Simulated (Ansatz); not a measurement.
ClGeH₃

| atom | x (Å) | y (Å) | z (Å) |
| --- | --- | --- | --- |
| Ge | 0.2965 | 0.0000 | 0.0836 |
| Cl | 0.7257 | 0.0000 | 2.1903 |
| H | 1.6437 | 0.0000 | -0.6665 |
| H | -0.5174 | 1.2724 | -0.2267 |
| H | -0.5174 | -1.2724 | -0.2267 |

Theory: Ansatz, RKS LDA/def2-SVP.

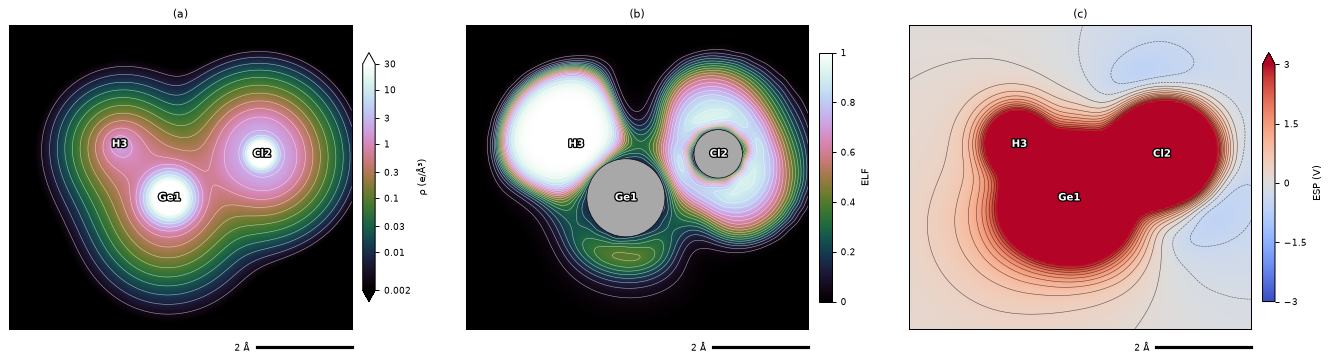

Figure 1. (a) electron density; (b) ELF; (c) electrostatic potential on the plane of atoms Cl2, Ge1 and H3. Grey discs cover the atomic cores in the ELF map.

Read the bonding off the picture.

Atoms in the plane: Ge, Cl and H. Ge–Cl (2.15 Å): the density is about 0.72 e/Å³ at the midpoint; the ELF peaks at about 0.85 in the valence shell of Cl, 0.8 Å from its nucleus, and is about 0.65 at the midpoint. Ge–H (1.54 Å): the density is about 1 e/Å³ at the midpoint; the ELF climbs to about 1 towards the hydrogen. The ELF also peaks beside Cl2, away from the bonds: lone-pair regions. Outside the dense part of the molecule the potential is most negative (−0.6 V) near Cl2.

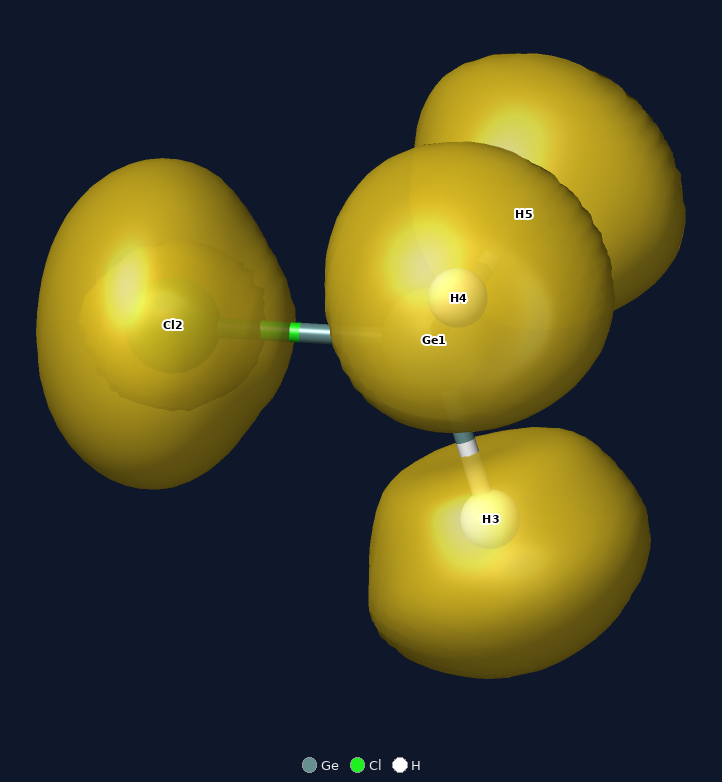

Figure 2. Isosurface of the electron localisation function at 0.75 (yellow), seen at an oblique angle. Only the valence region is drawn (cores and ρ < 0.01 e/Å³ removed).

Describe the localisation domains.

The surface consists of three regions around hydrogen nuclei and one region wrapped around Cl (its valence shell).

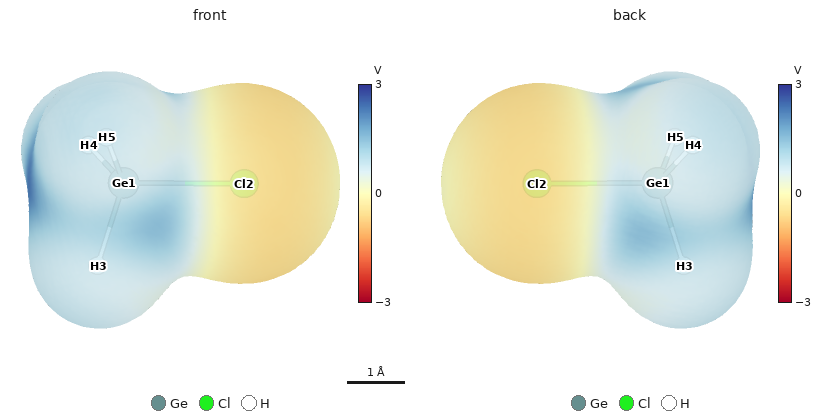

Figure 3. The electrostatic potential painted on the density surface at 0.004 e/bohr³, seen from the front and from behind; red is negative and blue positive.

Which sites attract a positive test charge, and which a negative one?

A positive charge is drawn to the negative regions and a negative charge to the positive ones. The most negative region (about −0.6 V) lies over Cl2, the most positive (about +2.3 V) over Ge1.
